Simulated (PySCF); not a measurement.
Molecule: C₂H₉NSi₂, SMILES [SiH2]([SiH2]N)C=C. Atoms near the plane z = 0.0 Å, at the GFN2-xTB optimised geometry (x, y, z in Å): Si3 (1.6, -0.5, 0.0), Si4 (-0.7, -0.5, 0.0), N5 (-1.2, 1.2, 0.0), H9 (2.1, -1.8, 0.1), H13 (-2.2, 1.4, -0.1), H14 (-0.8, 1.8, 0.6).

Method: CAM-B3LYP/def2-TZVP (PySCF). Cells within 0.4 Å of a nucleus heavier than hydrogen are left out (blank, or x). The values are rescaled to run from 0 to 1.

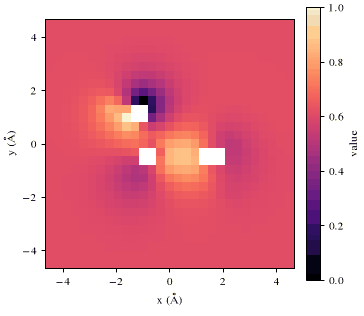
a field on the plane z = 0.0 Å.

Question: Which quantity is mapped?
A) Laplacian of the electron density
B) an orbital amplitude
C) electron localisation function
D) electrostatic potential

Answer: B, an orbital amplitude. In full: HOMO amplitude (bohr^(-3/2)).
